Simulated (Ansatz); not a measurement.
```cif
data_structure
_symmetry_space_group_name_H-M 'P 1'
_symmetry_Int_Tables_number 1
_cell_length_a 4.1100
_cell_length_b 4.1100
_cell_length_c 5.4522
_cell_angle_alpha 90.000
_cell_angle_beta 90.000
_cell_angle_gamma 90.000
_cell_volume 92.10
loop_
_atom_site_label
_atom_site_type_symbol
_atom_site_fract_x
_atom_site_fract_y
_atom_site_fract_z
_atom_site_occupancy
Ca1 Ca 0.00000 0.50000 0.50000 1
Ca2 Ca 0.50000 0.00000 0.50000 1
Al1 Al 0.00000 0.00000 0.00000 1
O1 O 0.50000 0.50000 0.27084 1
O2 O 0.50000 0.50000 0.72916 1
```

Space group P4/mmm; a structure generated by program, which may or may not match a known phase; computed without spin polarisation.

The calculation used Ansatz 0.2.0, DFT PBE, scalar-relativistic, plane waves, PAW.

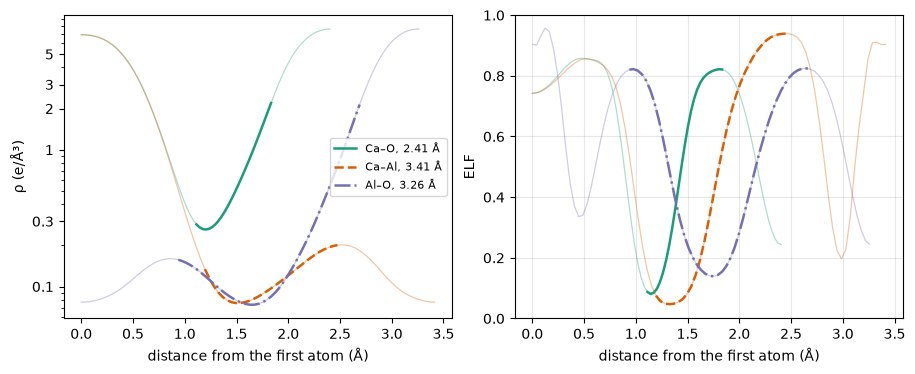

Ca₂AlO₂. Valence charge density (pseudo) and electron localisation function along straight lines between neighbouring atoms. Thin, pale parts lie inside the atomic spheres.

In a PAW calculation such maps are meaningful between the atoms, not at the nuclei.

> What can be read from the curves?

Ca–O (2.41 Å): the density is about 0.26 e/Å³ at the midpoint; the ELF is about 0.10 at the midpoint; no localised pair shows between them.
Ca–Al (3.41 Å): ρ is about 0.08 e/Å³ halfway, with its minimum of 0.08 e/Å³ about 1.5 Å from Ca; the ELF peaks at about 0.95 in the valence shell of Al, 1.0 Å from its nucleus, and drops to about 0.05 between the two atoms.
Al–O (3.26 Å): ρ is about 0.07 e/Å³ halfway; the ELF peaks at about 0.80 in the valence shell of O, 2.3 Å from its nucleus, and drops to about 0.15 between the two atoms; no localised pair shows between them.
